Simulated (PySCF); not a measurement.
**C3H8O2Si: electronic excitations at several levels of theory, part 1 of 2**

How much do the electronic excitations of C3H8O2Si (`C=C(C)[SiH](O)O`) depend on the level of theory, and what does each level cost?

The runs use PySCF 2.14.0, with density-fitted response routines of our own; the level of theory stands in each step. All values are computed, except where a source is named. Atoms are numbered from 0 throughout.

### Step 1. Starting geometry

14 atoms, charge 0, multiplicity 1; geometry from: GFN2-xTB. The atoms were then displaced at random by about 0.01 Å, so the start is not that level's minimum.

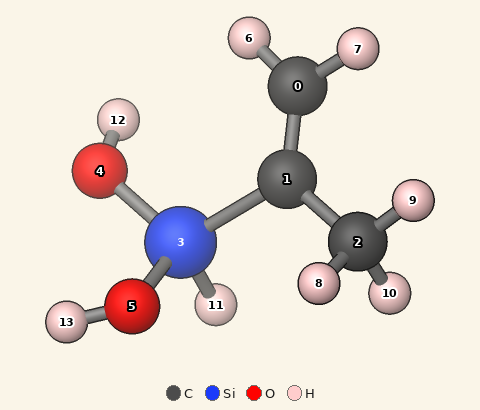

As it starts; carbon dark grey, silicon blue, oxygen red, hydrogen pink, atoms numbered; sticks join atoms by distance.

### Step 2. Geometry optimisation at PBE0-D3(BJ)/def2-SVP

The job: settings as JSON, then the geometry in Å.

```
{"job": {"xc": "PBE0", "basis": "def2-SVP", "d3": "d3bj", "grid": 1, "shake": 0.01, "kind": "geom"}, "charge": 0, "multiplicity": 1}
C     -0.588590     1.485010    -0.741110
C     -0.538630     0.304880    -0.189860
C     -1.737130    -0.609630    -0.175860
Si     1.066260    -0.353410     0.624610
O      2.355480     0.556830     0.356850
O      1.337520    -1.783780    -0.068440
H      0.240780     2.183610    -0.774300
H     -1.499280     1.877740    -1.215610
H     -1.453840    -1.545850    -0.619790
H     -2.573540    -0.176120    -0.674190
H     -2.006990    -0.829150     0.870610
H      0.852650    -0.520040     2.079990
H      2.315510     1.499540     0.576280
H      2.222650    -2.104710    -0.091810
```

Run with:

```console
OMP_NUM_THREADS=1 python probes_run.py task.json out
```

The driver reads the jobs from task.json and runs them one after another.

The program printed:

```text
step   0  E = -558.42304948  max force = 0.051427
step   1  E = -558.43246676  max force = 0.007570
step   2  E = -558.43291800  max force = 0.003099
step   3  E = -558.43309431  max force = 0.003137
step   4  E = -558.43324368  max force = 0.003087
step   5  E = -558.43341624  max force = 0.002793
step   6  E = -558.43349919  max force = 0.002995
step   7  E = -558.43358747  max force = 0.001850
step   8  E = -558.43361507  max force = 0.001271
step   9  E = -558.43363105  max force = 0.000644
step  10  E = -558.43365082  max force = 0.000812
step  11  E = -558.43366436  max force = 0.000760
step  12  E = -558.43368470  max force = 0.000556
step  13  E = -558.43369739  max force = 0.000313
optimisation converged
```

Wall time 92 s (1 thread of Arm Neoverse V2, shared host); peak memory 0.5 GiB.

Along the way:

| step | energy from step 0 (eV) | largest force component (eV/Å) |
| --- | --- | --- |
| 0 | 0.0000 | 2.6445 |
| 1 | -0.2563 | 0.3893 |
| 2 | -0.2685 | 0.1594 |
| 3 | -0.2733 | 0.1613 |
| 4 | -0.2774 | 0.1587 |
| 5 | -0.2821 | 0.1436 |
| 6 | -0.2844 | 0.1540 |
| 7 | -0.2868 | 0.0951 |
| 8 | -0.2875 | 0.0654 |
| 9 | -0.2879 | 0.0331 |
| 10 | -0.2885 | 0.0418 |
| 11 | -0.2888 | 0.0391 |
| 12 | -0.2894 | 0.0286 |
| 13 | -0.2897 | 0.0161 |

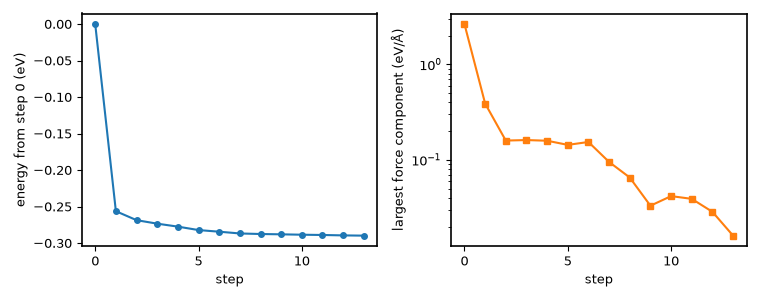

Energy and largest force along the relaxation.

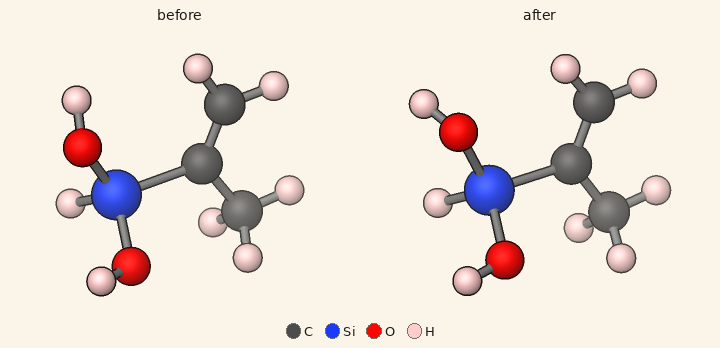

The geometry before (left) and after (right).

Distances of close pairs at the start and the end, largest changes first:

| bond | before (Å) | after (Å) | change (Å) |
| --- | --- | --- | --- |
| Si3–O4 | 1.601 | 1.665 | +0.065 |
| C1–Si3 | 1.916 | 1.862 | -0.054 |
| Si3–O5 | 1.612 | 1.659 | +0.046 |
| C0–C1 | 1.303 | 1.341 | +0.037 |
| C2–H9 | 1.066 | 1.101 | +0.035 |
| C2–H8 | 1.074 | 1.102 | +0.028 |
| Si3–H11 | 1.480 | 1.500 | +0.020 |
| O5–H13 | 0.942 | 0.961 | +0.020 |

The next job starts from the end point, and lists it.

| at the end point | value |
| --- | --- |
| point group (found at 0.08 Å tolerance) | C1 |
| rotational constants (GHz, main isotopes) | 3.968, 2.294, 1.627 |
| dipole moment (D) | 1.80 |

### Step 3. TDDFT and polarisability: LDA/def2-SVPD

The job: settings as JSON, then the geometry in Å.

```
{"job": {"kind": "uv", "xc": "LDA", "basis": "def2-SVPD", "ip": true}, "charge": 0, "multiplicity": 1}
C     -0.639453     1.501409    -0.728822
C     -0.577077     0.274412    -0.192570
C     -1.749870    -0.660096    -0.142084
Si     1.056437    -0.290396     0.499739
O      2.254395     0.835860     0.235414
O      1.426165    -1.690802    -0.308301
H      0.242614     2.148180    -0.768179
H     -1.567259     1.898082    -1.160437
H     -1.530269    -1.583983    -0.702031
H     -2.658291    -0.202838    -0.564125
H     -1.971192    -0.969927     0.893435
H      0.978150    -0.540433     1.976918
H      2.487481     1.395861     0.979990
H      2.245920    -2.129393    -0.063391
```

Level: TDDFT LDA/def2-SVPD, vertical, gas phase, core orbitals frozen in the response.

The program printed:

```text
coarse grid: 12016 points
cycle   1  E = -555.1800828888  dE =  5.447e-01  |g| = 1.123e+00  |ddm| = 6.079e+00
cycle   2  E = -554.0824642196  dE =  1.098e+00  |g| = 2.539e+00  |ddm| = 3.869e+00
cycle   3  E = -555.4244144837  dE = -1.342e+00  |g| = 2.376e-01  |ddm| = 2.888e+00
cycle   4  E = -555.4355158460  dE = -1.110e-02  |g| = 1.288e-01  |ddm| = 5.329e-01
cycle   5  E = -555.4397969624  dE = -4.281e-03  |g| = 2.129e-02  |ddm| = 2.065e-01
cycle   6  E = -555.4399213974  dE = -1.244e-04  |g| = 1.030e-02  |ddm| = 6.060e-02
cycle   7  E = -555.4399425571  dE = -2.116e-05  |g| = 3.966e-03  |ddm| = 1.644e-02
cycle   8  E = -555.4399456724  dE = -3.115e-06  |g| = 1.343e-03  |ddm| = 5.749e-03
final grid: 110944 points
cycle   9  E = -555.5403667071  dE = -4.213e-05  |g| = 5.225e-03  |ddm| = 1.392e-01
cycle  10  E = -555.5403419745  dE =  2.473e-05  |g| = 1.122e-02  |ddm| = 1.802e-02
cycle  11  E = -555.5403721704  dE = -3.020e-05  |g| = 2.070e-03  |ddm| = 1.433e-02
cycle  12  E = -555.5403733368  dE = -1.166e-06  |g| = 4.175e-04  |ddm| = 3.255e-03
cycle  13  E = -555.5403733716  dE = -3.480e-08  |g| = 2.006e-04  |ddm| = 7.598e-04
cycle  14  E = -555.5403733800  dE = -8.343e-09  |g| = 3.300e-05  |ddm| = 2.462e-04
cycle  15  E = -555.5403733802  dE = -2.526e-10  |g| = 8.020e-06  |ddm| = 7.683e-05
converged SCF energy = -555.5403733802

Static polarisability (au): isotropic 74.771, principal 60.904 78.534 84.874

Singlet excitations
state   eV       nm        f      main configurations
  1   5.6047    221.2   0.01149   H-1->L 0.88, H->L 0.09
  2   5.9540    208.2   0.04228   H->L+1 0.56, H->L 0.29
  3   6.2852    197.3   0.04475   H->L+2 0.52, H->L+1 0.32, H->L 0.14
  4   6.4652    191.8   0.00382   H-2->L 0.90
  5   6.5239    190.0   0.00831   H-1->L+1 0.82, H-3->L 0.15
  6   6.6266    187.1   0.01274   H-3->L 0.75, H-1->L+1 0.13
  7   6.8427    181.2   0.03724   H->L+3 0.54, H->L+2 0.15, H->L 0.11
  8   6.8771    180.3   0.00253   H-1->L+2 0.81, H->L+3 0.15
  9   6.9849    177.5   0.03750   H-4->L 0.73, H->L+3 0.12
 10   7.0971    174.7   0.08748   H-4->L 0.24, H->L 0.20, H->L+3 0.19

Triplet excitations (Tamm-Dancoff, eV): 4.4618 5.3325 6.0316 6.2662
Vertical ionisation energy (delta-SCF) = 9.8070 eV
Vertical electron affinity (delta-SCF) = -0.6620 eV
```

Run time: 2 min. Hardware: 1 thread of Arm Neoverse V2, shared host; peak memory 0.57 GiB.

Frontier orbitals and where they lie:

| orbital | eV | atoms |
| --- | --- | --- |
| HOMO−3 | -8.03 | O4 46 %, O5 24 %, C0 7 % |
| HOMO−2 | -7.87 | O5 40 %, O4 17 %, Si3 14 % |
| HOMO−1 | -6.98 | C1 19 %, Si3 16 %, O4 16 % |
| HOMO | -6.60 | C0 36 %, C1 33 %, C2 9 % |
| LUMO | -1.51 | C0 33 %, C1 28 %, Si3 11 % |
| LUMO+1 | -0.52 | O4 27 %, Si3 23 %, H12 18 % |
| LUMO+2 | -0.19 | O5 28 %, H13 16 %, Si3 16 % |

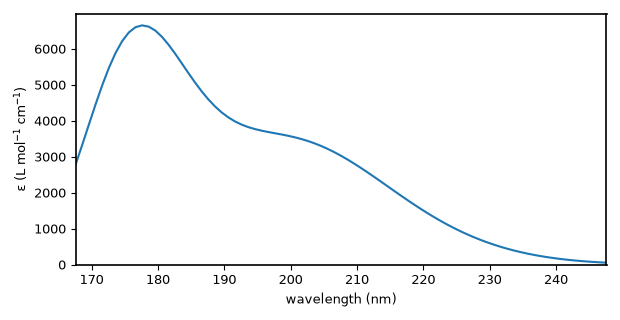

Absorption spectrum: each of the 10 states is a Gaussian band of 0.4 eV half-width at 1/e. Beyond the last state computed it falls off for lack of states.

Ground-state properties from the same run:

| property | computed |
| --- | --- |
| dipole moment (D) | 1.64 |
| polarisability (Å³) | 11.08 |
| HOMO–LUMO gap (eV) | 5.10 |
| −ε(HOMO) (eV) | 6.60 |

### Step 4. TDDFT and polarisability: PBE/def2-SVPD

Settings changed since step 3:

```diff
@@ -1,2 +1,2 @@
-{"job": {"kind": "uv", "xc": "LDA", "basis": "def2-SVPD", "ip": true}, "charge": 0, "multiplicity": 1}
+{"job": {"kind": "uv", "xc": "PBE", "basis": "def2-SVPD", "ip": true}, "charge": 0, "multiplicity": 1}
 C     -0.639453     1.501409    -0.728822
```

Level: TDDFT PBE/def2-SVPD, vertical, gas phase, core orbitals frozen in the response.

The program printed:

```text
coarse grid: 12016 points
cycle   1  E = -558.0359576059  dE =  5.499e-01  |g| = 1.119e+00  |ddm| = 5.975e+00
cycle   2  E = -556.9820529442  dE =  1.054e+00  |g| = 2.488e+00  |ddm| = 3.703e+00
cycle   3  E = -558.2781131325  dE = -1.296e+00  |g| = 2.284e-01  |ddm| = 2.720e+00
cycle   4  E = -558.2883369899  dE = -1.022e-02  |g| = 1.261e-01  |ddm| = 5.253e-01
cycle   5  E = -558.2925220081  dE = -4.185e-03  |g| = 2.035e-02  |ddm| = 2.042e-01
cycle   6  E = -558.2926356575  dE = -1.136e-04  |g| = 1.040e-02  |ddm| = 5.973e-02
cycle   7  E = -558.2926588985  dE = -2.324e-05  |g| = 3.708e-03  |ddm| = 1.660e-02
cycle   8  E = -558.2926618074  dE = -2.909e-06  |g| = 1.265e-03  |ddm| = 5.530e-03
final grid: 110944 points
cycle   9  E = -558.4048406437  dE = -2.646e-05  |g| = 1.399e-02  |ddm| = 1.445e-01
cycle  10  E = -558.4047255403  dE =  1.151e-04  |g| = 2.668e-02  |ddm| = 4.684e-02
cycle  11  E = -558.4048847630  dE = -1.592e-04  |g| = 2.939e-03  |ddm| = 3.138e-02
cycle  12  E = -558.4048867528  dE = -1.990e-06  |g| = 5.089e-04  |ddm| = 4.009e-03
cycle  13  E = -558.4048867867  dE = -3.393e-08  |g| = 3.699e-04  |ddm| = 1.126e-03
cycle  14  E = -558.4048868227  dE = -3.605e-08  |g| = 5.533e-05  |ddm| = 4.935e-04
cycle  15  E = -558.4048868236  dE = -8.247e-10  |g| = 1.035e-05  |ddm| = 1.339e-04
converged SCF energy = -558.4048868236

Static polarisability (au): isotropic 73.816, principal 60.029 77.537 83.883

Singlet excitations
state   eV       nm        f      main configurations
  1   5.6854    218.1   0.01087   H-1->L 0.87, H->L 0.09
  2   5.9050    210.0   0.03557   H->L+1 0.59, H->L 0.28, H-1->L 0.09
  3   6.2846    197.3   0.03717   H->L+2 0.64, H->L+1 0.23, H->L 0.12
  4   6.4916    191.0   0.00486   H-2->L 0.92
  5   6.5350    189.7   0.01061   H-1->L+1 0.85, H-3->L 0.12
  6   6.6740    185.8   0.01554   H-3->L 0.80, H-1->L+1 0.09
  7   6.8139    182.0   0.02398   H->L+3 0.74, H->L 0.09, H->L+2 0.09
  8   6.8829    180.1   0.01136   H-1->L+2 0.92
  9   6.9970    177.2   0.08392   H-4->L 0.45, H->L+3 0.15, H->L 0.14
 10   7.0959    174.7   0.05172   H-4->L 0.52, H->L 0.15, H->L+2 0.09

Triplet excitations (Tamm-Dancoff, eV): 4.2382 5.3739 5.9674 6.2685
Vertical ionisation energy (delta-SCF) = 9.5850 eV
Vertical electron affinity (delta-SCF) = -0.8224 eV
```

Wall time 2.5 min (1 thread of Arm Neoverse V2, shared host); peak memory 0.66 GiB.

Key values: HOMO -6.46 eV, LUMO -1.31 eV; lowest singlet 5.69 eV.

### Step 5. TDDFT and polarisability: B3LYP/def2-SVPD

Settings changed since step 4:

```diff
@@ -1,2 +1,2 @@
-{"job": {"kind": "uv", "xc": "PBE", "basis": "def2-SVPD", "ip": true}, "charge": 0, "multiplicity": 1}
+{"job": {"kind": "uv", "xc": "B3LYP", "basis": "def2-SVPD", "ip": true}, "charge": 0, "multiplicity": 1}
 C     -0.639453     1.501409    -0.728822
```

Level: TDDFT B3LYP/def2-SVPD, vertical, gas phase, core orbitals frozen in the response.

The program printed:

```text
coarse grid: 12016 points
cycle   1  E = -558.6043445767  dE =  5.609e-01  |g| = 1.022e+00  |ddm| = 5.904e+00
cycle   2  E = -558.1821386626  dE =  4.222e-01  |g| = 1.776e+00  |ddm| = 3.058e+00
cycle   3  E = -558.8063930126  dE = -6.243e-01  |g| = 1.225e-01  |ddm| = 1.970e+00
cycle   4  E = -558.8092784076  dE = -2.885e-03  |g| = 6.013e-02  |ddm| = 2.733e-01
cycle   5  E = -558.8102594387  dE = -9.810e-04  |g| = 7.570e-03  |ddm| = 9.915e-02
cycle   6  E = -558.8102710120  dE = -1.157e-05  |g| = 4.361e-03  |ddm| = 1.930e-02
cycle   7  E = -558.8102755534  dE = -4.541e-06  |g| = 1.020e-03  |ddm| = 6.265e-03
final grid: 110944 points
cycle   8  E = -558.9041864296  dE = -3.478e-05  |g| = 4.318e-03  |ddm| = 1.083e-01
cycle   9  E = -558.9041828487  dE =  3.581e-06  |g| = 5.697e-03  |ddm| = 1.582e-02
cycle  10  E = -558.9041914100  dE = -8.561e-06  |g| = 8.902e-04  |ddm| = 8.067e-03
cycle  11  E = -558.9041916086  dE = -1.986e-07  |g| = 1.891e-04  |ddm| = 1.460e-03
cycle  12  E = -558.9041916170  dE = -8.367e-09  |g| = 7.192e-05  |ddm| = 3.730e-04
cycle  13  E = -558.9041916181  dE = -1.116e-09  |g| = 2.114e-05  |ddm| = 1.243e-04
cycle  14  E = -558.9041916182  dE = -8.356e-11  |g| = 5.687e-06  |ddm| = 3.400e-05
converged SCF energy = -558.9041916182

Static polarisability (au): isotropic 71.177, principal 58.120 74.104 81.309

Singlet excitations
state   eV       nm        f      main configurations
  1   6.3152    196.3   0.04510   H-1->L 0.57, H->L 0.31, H->L+1 0.09
  2   6.4405    192.5   0.04178   H-1->L 0.37, H->L 0.32, H->L+1 0.28
  3   6.7654    183.3   0.09898   H->L+1 0.43, H->L+2 0.32, H->L 0.20
  4   7.1119    174.3   0.04488   H->L+3 0.48, H->L+2 0.37
  5   7.1925    172.4   0.01594   H-1->L+1 0.82
  6   7.3573    168.5   0.10381   H->L+3 0.45, H->L+2 0.28, H->L+1 0.10
  7   7.4234    167.0   0.02013   H-2->L 0.55, H-1->L+2 0.28
  8   7.6441    162.2   0.00215   H-1->L+2 0.68, H-2->L 0.25
  9   7.6914    161.2   0.01004   H-3->L 0.90
 10   7.8784    157.4   0.01664   H->L+4 0.95

Triplet excitations (Tamm-Dancoff, eV): 4.2182 5.9155 6.4687 6.8469
Vertical ionisation energy (delta-SCF) = 9.6312 eV
```

Wall time 2.2 min (1 thread of Arm Neoverse V2, shared host); peak memory 0.84 GiB.

Key values: HOMO -7.34 eV, LUMO -0.59 eV; lowest singlet 6.32 eV.

### Step 6. TDDFT and polarisability: PBE0/def2-SVPD

Settings changed since step 5:

```diff
@@ -1,2 +1,2 @@
-{"job": {"kind": "uv", "xc": "B3LYP", "basis": "def2-SVPD", "ip": true}, "charge": 0, "multiplicity": 1}
+{"job": {"kind": "uv", "xc": "PBE0", "basis": "def2-SVPD", "ip": true}, "charge": 0, "multiplicity": 1}
 C     -0.639453     1.501409    -0.728822
```

With the program's defaults for keys left out, this is: TDDFT PBE0/def2-SVPD, vertical, gas phase, core orbitals frozen in the response.

The program printed:

```text
coarse grid: 12016 points
cycle   1  E = -558.2000204733  dE =  5.428e-01  |g| = 9.225e-01  |ddm| = 5.551e+00
cycle   2  E = -557.9494254622  dE =  2.506e-01  |g| = 1.457e+00  |ddm| = 2.657e+00
cycle   3  E = -558.3658947279  dE = -4.165e-01  |g| = 9.411e-02  |ddm| = 1.638e+00
cycle   4  E = -558.3676017480  dE = -1.707e-03  |g| = 4.308e-02  |ddm| = 1.985e-01
cycle   5  E = -558.3681059893  dE = -5.042e-04  |g| = 6.037e-03  |ddm| = 7.395e-02
cycle   6  E = -558.3681126374  dE = -6.648e-06  |g| = 3.510e-03  |ddm| = 1.423e-02
cycle   7  E = -558.3681156533  dE = -3.016e-06  |g| = 7.225e-04  |ddm| = 5.074e-03
final grid: 110944 points
cycle   8  E = -558.4520946642  dE = -2.683e-05  |g| = 8.176e-03  |ddm| = 1.003e-01
cycle   9  E = -558.4520819242  dE =  1.274e-05  |g| = 1.140e-02  |ddm| = 2.447e-02
cycle  10  E = -558.4521100396  dE = -2.812e-05  |g| = 1.009e-03  |ddm| = 1.345e-02
cycle  11  E = -558.4521102655  dE = -2.259e-07  |g| = 1.208e-04  |ddm| = 1.338e-03
cycle  12  E = -558.4521102689  dE = -3.431e-09  |g| = 3.871e-05  |ddm| = 3.562e-04
cycle  13  E = -558.4521102693  dE = -3.483e-10  |g| = 1.327e-05  |ddm| = 1.093e-04
converged SCF energy = -558.4521102693

Static polarisability (au): isotropic 70.436, principal 57.454 73.397 80.458

Singlet excitations
state   eV       nm        f      main configurations
  1   6.4273    192.9   0.02751   H-1->L 0.81, H->L 0.13
  2   6.6854    185.5   0.12004   H->L 0.63, H->L+1 0.22, H-1->L 0.12
  3   6.9922    177.3   0.10607   H->L+1 0.61, H->L+2 0.17, H->L 0.15
  4   7.3651    168.3   0.02908   H->L+2 0.55, H->L+3 0.35
  5   7.4121    167.3   0.01108   H-1->L+1 0.74, H-2->L 0.14
  6   7.6134    162.8   0.01611   H-2->L 0.51, H-1->L+2 0.20, H->L+3 0.10
  7   7.6336    162.4   0.07437   H->L+3 0.49, H->L+2 0.20, H->L+1 0.09
  8   7.8981    157.0   0.00219   H-1->L+2 0.65, H-2->L 0.18
  9   7.9262    156.4   0.00996   H-3->L 0.81, H-2->L 0.10
 10   8.1551    152.0   0.01964   H->L+4 0.92

Triplet excitations (Tamm-Dancoff, eV): 4.1300 5.9174 6.7615 7.1219
Vertical ionisation energy (delta-SCF) = 9.6100 eV
```

Wall time 1.7 min (1 thread of Arm Neoverse V2, shared host); peak memory 0.83 GiB.

This run: HOMO -7.57 eV, LUMO -0.35 eV; lowest singlet 6.43 eV.

### Step 7. TDDFT and polarisability: BHandHLYP/def2-SVPD

Settings changed since step 6:

```diff
@@ -1,2 +1,2 @@
-{"job": {"kind": "uv", "xc": "PBE0", "basis": "def2-SVPD", "ip": true}, "charge": 0, "multiplicity": 1}
+{"job": {"kind": "uv", "xc": "BHandHLYP", "basis": "def2-SVPD", "ip": true}, "charge": 0, "multiplicity": 1}
 C     -0.639453     1.501409    -0.728822
```

Level: TDDFT BHandHLYP/def2-SVPD, vertical, gas phase, core orbitals frozen in the response.

The program printed:

```text
coarse grid: 12016 points
cycle   1  E = -558.5264018100  dE =  5.906e-01  |g| = 8.400e-01  |ddm| = 5.456e+00
cycle   2  E = -558.4828917730  dE =  4.351e-02  |g| = 9.869e-01  |ddm| = 2.214e+00
cycle   3  E = -558.6663781741  dE = -1.835e-01  |g| = 5.749e-02  |ddm| = 1.133e+00
cycle   4  E = -558.6670150448  dE = -6.369e-04  |g| = 2.407e-02  |ddm| = 1.293e-01
cycle   5  E = -558.6671708411  dE = -1.558e-04  |g| = 4.898e-03  |ddm| = 4.723e-02
cycle   6  E = -558.6671766926  dE = -5.851e-06  |g| = 1.705e-03  |ddm| = 1.040e-02
final grid: 110944 points
cycle   7  E = -558.7284340889  dE = -1.513e-05  |g| = 2.928e-03  |ddm| = 6.237e-02
cycle   8  E = -558.7284334764  dE =  6.126e-07  |g| = 3.393e-03  |ddm| = 1.105e-02
cycle   9  E = -558.7284364739  dE = -2.998e-06  |g| = 2.965e-04  |ddm| = 5.157e-03
cycle  10  E = -558.7284364946  dE = -2.070e-08  |g| = 1.254e-04  |ddm| = 5.566e-04
cycle  11  E = -558.7284364990  dE = -4.366e-09  |g| = 2.641e-05  |ddm| = 2.516e-04
cycle  12  E = -558.7284364991  dE = -1.475e-10  |g| = 8.716e-06  |ddm| = 4.980e-05
converged SCF energy = -558.7284364991

Static polarisability (au): isotropic 68.159, principal 55.722 70.295 78.461

Singlet excitations
state   eV       nm        f      main configurations
  1   6.8888    180.0   0.19707   H->L 0.54, H-1->L 0.19, H-1->L+1 0.08
  2   7.0341    176.3   0.10500   H-1->L 0.36, H->L 0.29, H-1->L+1 0.15
  3   7.2952    170.0   0.07008   H->L+1 0.84
  4   7.7145    160.7   0.00102   H->L+2 0.57, H->L+3 0.34
  5   8.0042    154.9   0.04949   H->L+3 0.25, H->L+2 0.20, H-1->L+1 0.19
  6   8.0601    153.8   0.01122   H->L+3 0.28, H-1->L+1 0.26, H-1->L 0.13
  7   8.2798    149.7   0.02263   H-1->L+2 0.35, H-2->L 0.23, H-1->L+1 0.12
  8   8.4127    147.4   0.01411   H->L+4 0.80, H->L+6 0.10
  9   8.7214    142.2   0.00100   H-4->L 0.15, H-3->L 0.12, H-1->L+2 0.09
 10   8.8468    140.1   0.01897   H-2->L 0.29, H-3->L 0.20, H-1->L+2 0.20

Triplet excitations (Tamm-Dancoff, eV): 4.0631 6.4011 7.1217 7.6002
Vertical ionisation energy (delta-SCF) = 9.4765 eV
```

It took 1.7 min on 1 thread of Arm Neoverse V2, shared host; peak memory 0.83 GiB.

In short: HOMO -8.51 eV, LUMO 0.50 eV; lowest singlet 6.89 eV.

(Continued in part 2 of 2.)
